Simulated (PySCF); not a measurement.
## Run report: C2H4Si (charge +1), geometry relaxation (part 2 of 2)

Continued. System: C2H4Si, charge +1, multiplicity 2. Method: HF/3-21G, UHF (PySCF 2.14.0). The atoms were displaced at random from an optimised geometry. The geometry is that of the parent species in another charge or spin state.

Geometry of the input (Å):
```
C  -0.5709  -1.8646  0.1126
C  -0.1969  -0.7132  0.0631
Si 0.3021  1.0148  -0.0996
H  -0.9038  -2.8740  0.2831
H  -0.1425  1.5129  -1.4280
H  -0.2978  1.8085  0.9648
H  1.7959  1.0577  0.0041
```

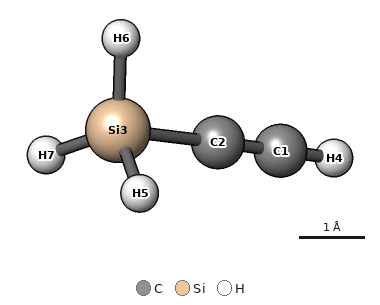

**Figure 1.** The geometry at step 5 of the log (ball-and-stick view, seen at a tilt; atoms are numbered from 1 in the order of the input).

What the program printed, continued:
```
Geometry optimization cycle 8
Cartesian coordinates (Angstrom)
 Atom        New coordinates             dX        dY        dZ
   C  -0.584385  -1.912455   0.165491    0.000712  0.000187  0.001111
   C  -0.236471  -0.722289   0.049516   -0.001577  0.000448 -0.003104
  Si   0.344820   1.160352  -0.124408   -0.001452  0.000004 -0.002845
   H  -0.881411  -2.927646   0.264783    0.002691 -0.000015  0.005155
   H  -0.138084   1.526636  -1.461046    0.002865  0.009461 -0.001348
   H  -0.319381   1.821344   1.004527   -0.001208 -0.004888  0.000455
   H   1.800965   0.996179   0.001191   -0.002031 -0.005199  0.000575
converged SCF energy = -364.620142314774  <S^2> = 0.75810189  2S+1 = 2.0080855
--------------- SecondOrderUHF_Scanner gradients ---------------
         x                y                z
0 C     0.0000151203    -0.0004146373     0.0001901415
1 C    -0.0000801258     0.0001143793    -0.0004589158
2 Si     0.0001324604     0.0001595408     0.0003495369
3 H    -0.0000242210     0.0000293588     0.0000397465
4 H    -0.0000695135    -0.0000028652    -0.0000238840
5 H     0.0000023561     0.0001295238    -0.0000789341
6 H     0.0000239235    -0.0000153003    -0.0000176909
----------------------------------------------
cycle 8: E = -364.620142315  dE = -1.86502e-06  norm(grad) = 0.000797596
Step    7 : Displace = 5.538e-03/9.993e-03 (rms/max) Trust = 3.000e-01 (=) Grad = 3.015e-04/4.797e-04 (rms/max) E (change) = -364.6201423148 (-1.865e-06) Quality = 1.225
Hessian Eigenvalues: 2.69137e-02 5.00000e-02 5.00000e-02 ... 2.49926e-01 3.67074e-01 1.10731e+00

Geometry optimization cycle 9
Cartesian coordinates (Angstrom)
 Atom        New coordinates             dX        dY        dZ
   C  -0.584411  -1.911462   0.166111   -0.000026  0.000993  0.000620
   C  -0.235920  -0.721553   0.051127    0.000552  0.000736  0.001611
  Si   0.344615   1.159855  -0.125471   -0.000205 -0.000497 -0.001063
   H  -0.881539  -2.926742   0.264418   -0.000128  0.000904 -0.000365
   H  -0.137563   1.527281  -1.461857    0.000520  0.000645 -0.000812
   H  -0.319918   1.818372   1.004833   -0.000537 -0.002972  0.000306
   H   1.800788   0.996370   0.000894   -0.000176  0.000191 -0.000297
converged SCF energy = -364.620144587291  <S^2> = 0.75806047  2S+1 = 2.0080443
--------------- SecondOrderUHF_Scanner gradients ---------------
         x                y                z
0 C     0.0000425752    -0.0000939479     0.0000670508
1 C    -0.0000421405     0.0001285893    -0.0001799107
2 Si     0.0000183629    -0.0000353222     0.0001607331
3 H    -0.0000082032     0.0000029848     0.0000171487
4 H    -0.0000205579    -0.0000104104    -0.0000174334
5 H     0.0000001408     0.0000249920    -0.0000332112
6 H     0.0000098227    -0.0000168857    -0.0000143772
----------------------------------------------
cycle 9: E = -364.620144587  dE = -2.27252e-06  norm(grad) = 0.000311054
Step    8 : Displace = 1.600e-03/3.038e-03 (rms/max) Trust = 3.000e-01 (=) Grad = 1.176e-04/2.251e-04 (rms/max) E (change) = -364.6201445873 (-2.273e-06) Quality = 1.274
Hessian Eigenvalues: 2.77533e-02 4.99990e-02 5.00000e-02 ... 2.53977e-01 3.67160e-01 1.10170e+00

Geometry optimization cycle 10
Cartesian coordinates (Angstrom)
 Atom        New coordinates             dX        dY        dZ
   C  -0.584575  -1.911298   0.166333   -0.000164  0.000164  0.000222
   C  -0.235248  -0.721591   0.052547    0.000672 -0.000037  0.001420
  Si   0.344759   1.159744  -0.125636    0.000144 -0.000111 -0.000165
   H  -0.882246  -2.926546   0.263342   -0.000707  0.000195 -0.001076
   H  -0.137777   1.526354  -1.462053   -0.000213 -0.000927 -0.000195
   H  -0.319897   1.817942   1.004830    0.000021 -0.000430 -0.000002
   H   1.801036   0.997516   0.000692    0.000248  0.001146 -0.000203
converged SCF energy = -364.620144938055  <S^2> = 0.75804073  2S+1 = 2.0080246
--------------- SecondOrderUHF_Scanner gradients ---------------
         x                y                z
0 C     0.0000298572     0.0000385584     0.0000084449
1 C    -0.0000297485     0.0000348513    -0.0000261803
2 Si     0.0000006403    -0.0000548526     0.0000458981
3 H     0.0000006179    -0.0000053494    -0.0000027622
4 H    -0.0000007226    -0.0000121943    -0.0000068904
5 H     0.0000012376    -0.0000036504    -0.0000088060
6 H    -0.0000018820     0.0000026370    -0.0000097040
----------------------------------------------
cycle 10: E = -364.620144938  dE = -3.50763e-07  norm(grad) = 0.00010383
Step    9 : Displace = 9.909e-04/1.570e-03 (rms/max) Trust = 3.000e-01 (=) Grad = 3.924e-05/7.153e-05 (rms/max) E (change) = -364.6201449381 (-3.508e-07) Quality = 1.107
Hessian Eigenvalues: 2.77533e-02 4.99990e-02 5.00000e-02 ... 2.53977e-01 3.67160e-01 1.10170e+00
Converged! =D

converged: True
C          -0.58457498       -1.91129753        0.16633323
C          -0.23524796       -0.72159094        0.05254696
Si          0.34475895        1.15974385       -0.12563626
H          -0.88224577       -2.92654638        0.26334180
H          -0.13777659        1.52635394       -1.46205270
H          -0.31989655        1.81794199        1.00483024
H           1.80103642        0.99751579        0.00069155

WARN: HOMO -0.278496906295223 >= LUMO -0.278496906295223

converged SCF energy = -364.620144937969  <S^2> = 0.75804297  2S+1 = 2.0080269
Final energy -364.6201449379693
Mode                                 0                   1                   2
Irrep
Freq [cm^-1]                      239.7551            295.0815            493.5974
Reduced mass [au]                   1.5333              2.2811              9.1225
Force const [Dyne/A]                0.0519              0.1170              1.3095
Char temp [K]                     344.9542            424.5566            710.1768
Normal mode                   x     y     z       x     y     z       x     y     z
       0   C                -0.00  0.01  0.09    0.09 -0.02  0.01   -0.04 -0.15  0.02
       1   C                 0.00 -0.02 -0.15   -0.19  0.06 -0.01   -0.05 -0.13  0.01
       2  Si                 0.00 -0.00 -0.00    0.02 -0.01  0.00    0.04  0.12 -0.01
       3   H                -0.01  0.03  0.33    0.42 -0.11  0.03   -0.01 -0.16  0.02
       4   H                 0.12  0.48  0.10    0.15  0.10 -0.01   -0.00  0.06 -0.01
       5   H                -0.12 -0.43  0.19    0.16  0.13 -0.00    0.00  0.08 -0.01
       6   H                -0.01 -0.00  0.16   -0.02 -0.34  0.03    0.03  0.11 -0.01
Mode                                 3                   4                   5
Irrep
Freq [cm^-1]                      508.6016            678.7131            873.7664
Reduced mass [au]                   1.8454              1.2168              1.5334
Force const [Dyne/A]                0.2812              0.3302              0.6897
Char temp [K]                     731.7644            976.5171           1257.1553
Normal mode                   x     y     z       x     y     z       x     y     z
       0   C                 0.00 -0.01 -0.04    0.02 -0.02  0.00   -0.13  0.04 -0.02
       1   C                -0.01  0.02  0.18    0.08 -0.03  0.01    0.10 -0.03  0.01
       2  Si                 0.00 -0.00 -0.06   -0.05  0.02 -0.00   -0.02  0.01 -0.00
       3   H                 0.01 -0.03 -0.29   -0.33  0.08 -0.03    0.73 -0.21  0.09
       4   H                 0.11  0.44  0.05    0.28  0.22 -0.06    0.10  0.04 -0.03
       5   H                -0.10 -0.40  0.14    0.28  0.27  0.04    0.10  0.05  0.04
       6   H                -0.01  0.00  0.14   -0.11 -0.63  0.06   -0.03 -0.12  0.01
Mode                                 6                   7                   8
Irrep
Freq [cm^-1]                      911.6619            941.8130            974.5811
Reduced mass [au]                   1.3868              1.0816              1.0408
Force const [Dyne/A]                0.6791              0.5652              0.5825
Char temp [K]                    1311.6785           1355.0593           1402.2052
Normal mode                   x     y     z       x     y     z       x     y     z
       0   C                -0.01  0.02  0.14   -0.00  0.01 -0.00    0.00 -0.00 -0.01
       1   C                 0.01 -0.01 -0.07    0.01  0.01 -0.00   -0.00  0.00  0.01
       2  Si                -0.00  0.00  0.01    0.02  0.05 -0.00   -0.00  0.00  0.03
       3   H                 0.07 -0.10 -0.82    0.02  0.01 -0.00   -0.00  0.01  0.05
       4   H                 0.03 -0.00 -0.01   -0.27 -0.47 -0.03    0.42  0.08 -0.12
       5   H                -0.02  0.00 -0.01   -0.28 -0.45  0.10   -0.40 -0.11 -0.15
       6   H                 0.00 -0.01 -0.05   -0.06 -0.57  0.06    0.06 -0.09 -0.75
Mode                                 9                  10                  11
Irrep
Freq [cm^-1]                      984.3791           2071.7574           2361.0163
Reduced mass [au]                   1.0401              5.9892              1.0179
Force const [Dyne/A]                0.5938             15.1460              3.3432
Char temp [K]                    1416.3023           2980.7976           3396.9768
Normal mode                   x     y     z       x     y     z       x     y     z
       0   C                 0.01 -0.00  0.00    0.05  0.16 -0.02   -0.00 -0.00  0.00
       1   C                -0.02  0.01 -0.00   -0.06 -0.20  0.02    0.00  0.00 -0.00
       2  Si                -0.03  0.01 -0.00    0.00  0.01 -0.00    0.02  0.01  0.00
       3   H                -0.04  0.01 -0.00    0.08  0.29 -0.03   -0.00 -0.00  0.00
       4   H                 0.47 -0.39 -0.28    0.01  0.01  0.00    0.13 -0.09  0.34
       5   H                 0.42 -0.31  0.43    0.01  0.01 -0.00    0.18 -0.17 -0.29
       6   H                 0.02  0.23 -0.02   -0.01  0.00 -0.00   -0.83  0.09 -0.07
Mode                                12                  13                  14
Irrep
Freq [cm^-1]                     2388.4749           2390.4112           3512.5751
Reduced mass [au]                   1.0521              1.0485              1.1518
Force const [Dyne/A]                3.5363              3.5300              8.3733
Char temp [K]                    3436.4837           3439.2695           5053.8134
Normal mode                   x     y     z       x     y     z       x     y     z
       0   C                 0.00 -0.00  0.00    0.00 -0.00 -0.00   -0.03 -0.10  0.01
       1   C                -0.00  0.00  0.00   -0.00  0.00 -0.00    0.01  0.03 -0.00
       2  Si                 0.01 -0.00  0.04    0.03 -0.02 -0.01   -0.00 -0.00  0.00
       3   H                -0.00 -0.00  0.00   -0.00 -0.00 -0.00    0.26  0.88 -0.08
       4   H                -0.28  0.23 -0.77   -0.09  0.07 -0.30    0.00  0.00 -0.00
       5   H                 0.21 -0.22 -0.33   -0.34  0.35  0.61    0.00  0.00 -0.00
       6   H                -0.17  0.02  0.01   -0.48  0.05 -0.05    0.00  0.00 -0.00
temperature 298.1500 [K]
pressure 101325.00 [Pa]
Rotational constants [GHz] 81.06035 4.34524 4.34454
Symmetry number 1
Zero-point energy (ZPE) 0.04471 [Eh]   117390.656 [J/mol]
                           tot       elec      trans        rot        vib
Entropy [J/mol/K]       283.450      5.763    158.980     95.676     23.030
Cv [J/mol/K]             63.070      0.000     12.472     12.472     38.127
Cp [J/mol/K]             71.384      0.000     20.786     12.472     38.127
Internal energy [J/mol]                      3718.434   3718.434 121941.817
Internal energy [Eh]   -364.57087  -364.62014
Enthalpy [J/mol]                             6197.391   3718.434 121941.817
Enthalpy [Eh]          -364.56992
Gibbs free energy [J/mol]                  -41202.400 -24807.485 115075.287
Gibbs free energy [Eh] -364.60211
```

Trajectory as extended XYZ (Å, eV, eV/Å), 10 frames, from step=0 to step=9:
```
7
Properties=species:S:1:pos:R:3:forces:R:3 step=0 energy=-9921.41419
C    -0.5709   -1.8646    0.1126   -1.1435  -3.7263   0.8675
C    -0.1969   -0.7132    0.0631    0.1409   0.5232  -0.3336
Si    0.3021    1.0148   -0.0996    1.5043   3.7615  -0.6022
H    -0.9038   -2.8740    0.2831    0.1683   0.4495  -0.3724
H    -0.1425    1.5129   -1.4280   -0.0296  -0.4542   0.1085
H    -0.2978    1.8085    0.9648   -0.2708  -0.1550   0.3576
H     1.7959    1.0577    0.0041   -0.3695  -0.3987  -0.0254
7
Properties=species:S:1:pos:R:3:forces:R:3 step=1 energy=-9921.78033
C    -0.5840   -1.9105    0.1429    0.1561   0.3219   0.2287
C    -0.2134   -0.7219    0.0683   -0.3888  -0.8940  -0.0875
Si    0.3291    1.1128   -0.1084    0.4063   1.1246  -0.0588
H    -0.8982   -2.9183    0.2548   -0.0176  -0.0698  -0.1026
H    -0.1385    1.5005   -1.4499   -0.0613  -0.1503   0.0285
H    -0.3069    1.8486    0.9974   -0.0363  -0.1938  -0.0291
H     1.7980    1.0309   -0.0051   -0.0583  -0.1386   0.0208
7
Properties=species:S:1:pos:R:3:forces:R:3 step=2 energy=-9921.81713
C    -0.5835   -1.9019    0.1579    0.0362   0.0306   0.0623
C    -0.2223   -0.7134    0.0670   -0.1174  -0.2430  -0.0360
Si    0.3464    1.1560   -0.1152    0.0604   0.1214   0.0071
H    -0.8899   -2.9160    0.2441    0.0017   0.0143  -0.0215
H    -0.1501    1.4832   -1.4579   -0.0011   0.0289  -0.0053
H    -0.3184    1.8288    1.0055    0.0045   0.0215  -0.0072
H     1.8039    1.0055   -0.0013    0.0156   0.0264   0.0005
7
Properties=species:S:1:pos:R:3:forces:R:3 step=3 energy=-9921.81920
C    -0.5861   -1.9096    0.1621    0.0027  -0.0287   0.0198
C    -0.2287   -0.7211    0.0648   -0.0164  -0.0066  -0.0224
Si    0.3481    1.1587   -0.1161    0.0222   0.0179  -0.0045
H    -0.8901   -2.9243    0.2451   -0.0008   0.0033  -0.0016
H    -0.1474    1.4933   -1.4578   -0.0005   0.0055   0.0024
H    -0.3162    1.8333    1.0034   -0.0042   0.0062   0.0052
H     1.8065    1.0117   -0.0014   -0.0030   0.0024   0.0010
7
Properties=species:S:1:pos:R:3:forces:R:3 step=4 energy=-9921.81933
C    -0.5864   -1.9115    0.1629    0.0025  -0.0050   0.0050
C    -0.2306   -0.7225    0.0622   -0.0006   0.0084  -0.0085
Si    0.3487    1.1597   -0.1169   -0.0037  -0.0032  -0.0020
H    -0.8896   -2.9262    0.2475   -0.0005  -0.0001   0.0017
H    -0.1462    1.4977   -1.4579    0.0010   0.0033   0.0017
H    -0.3163    1.8332    1.0034   -0.0001  -0.0009   0.0006
H     1.8065    1.0117   -0.0012    0.0014  -0.0025   0.0015
7
Properties=species:S:1:pos:R:3:forces:R:3 step=5 energy=-9921.81937
C    -0.5863   -1.9119    0.1632    0.0025   0.0038   0.0013
C    -0.2315   -0.7227    0.0602    0.0024   0.0051  -0.0011
Si    0.3484    1.1599   -0.1177   -0.0090  -0.0053  -0.0062
H    -0.8887   -2.9266    0.2498    0.0001  -0.0006   0.0012
H    -0.1453    1.5012   -1.4581    0.0026   0.0031   0.0021
H    -0.3166    1.8320    1.0035    0.0006  -0.0022   0.0012
H     1.8061    1.0102   -0.0008    0.0009  -0.0038   0.0016
7
Properties=species:S:1:pos:R:3:forces:R:3 step=6 energy=-9921.81947
C    -0.5851   -1.9126    0.1644    0.0010   0.0220  -0.0082
C    -0.2349   -0.7227    0.0526    0.0065  -0.0032   0.0219
Si    0.3463    1.1603   -0.1216   -0.0153  -0.0091  -0.0205
H    -0.8841   -2.9276    0.2596    0.0013  -0.0017  -0.0014
H    -0.1409    1.5172   -1.4597    0.0056   0.0025   0.0026
H    -0.3182    1.8262    1.0041    0.0008  -0.0071   0.0041
H     1.8030    1.0014    0.0006    0.0002  -0.0034   0.0017
7
Properties=species:S:1:pos:R:3:forces:R:3 step=7 energy=-9921.81953
C    -0.5844   -1.9125    0.1655   -0.0008   0.0213  -0.0098
C    -0.2365   -0.7223    0.0495    0.0041  -0.0059   0.0236
Si    0.3448    1.1604   -0.1244   -0.0068  -0.0082  -0.0180
H    -0.8814   -2.9276    0.2648    0.0012  -0.0015  -0.0020
H    -0.1381    1.5266   -1.4610    0.0036   0.0001   0.0012
H    -0.3194    1.8213    1.0045   -0.0001  -0.0067   0.0041
H     1.8010    0.9962    0.0012   -0.0012   0.0008   0.0009
7
Properties=species:S:1:pos:R:3:forces:R:3 step=8 energy=-9921.81959
C    -0.5844   -1.9115    0.1661   -0.0022   0.0048  -0.0034
C    -0.2359   -0.7216    0.0511    0.0022  -0.0066   0.0093
Si    0.3446    1.1599   -0.1255   -0.0009   0.0018  -0.0083
H    -0.8815   -2.9267    0.2644    0.0004  -0.0002  -0.0009
H    -0.1376    1.5273   -1.4619    0.0011   0.0005   0.0009
H    -0.3199    1.8184    1.0048    0.0000  -0.0013   0.0017
H     1.8008    0.9964    0.0009   -0.0005   0.0009   0.0007
7
Properties=species:S:1:pos:R:3:forces:R:3 step=9 energy=-9921.81960
C    -0.5846   -1.9113    0.1663   -0.0015  -0.0020  -0.0004
C    -0.2352   -0.7216    0.0525    0.0015  -0.0018   0.0013
Si    0.3448    1.1597   -0.1256    0.0000   0.0028  -0.0024
H    -0.8822   -2.9265    0.2633    0.0000   0.0003   0.0001
H    -0.1378    1.5264   -1.4621    0.0000   0.0006   0.0004
H    -0.3199    1.8179    1.0048   -0.0001   0.0002   0.0005
H     1.8010    0.9975    0.0007    0.0001  -0.0001   0.0005
```

Results in brief:

```json
{"quantity": "outcome", "value": "converged"}
{"quantity": "total energy", "value": "−364.620145 hartree"}
{"quantity": "basis functions", "value": "39"}
{"quantity": "⟨S²⟩", "value": "0.758"}
{"quantity": "zero-point energy", "value": "0.044712 hartree"}
{"quantity": "wavenumbers, lowest and highest", "value": "240 and 3513 cm⁻¹"}
{"quantity": "hardware", "value": "1 thread of Arm Neoverse V1, 24 GiB of memory available, shared host"}
{"quantity": "wall time", "value": "8.7 s"}
{"quantity": "peak memory", "value": "0.14 GiB"}
```

The record of the run, not the program, notes: dipole of an ion depends on the origin.
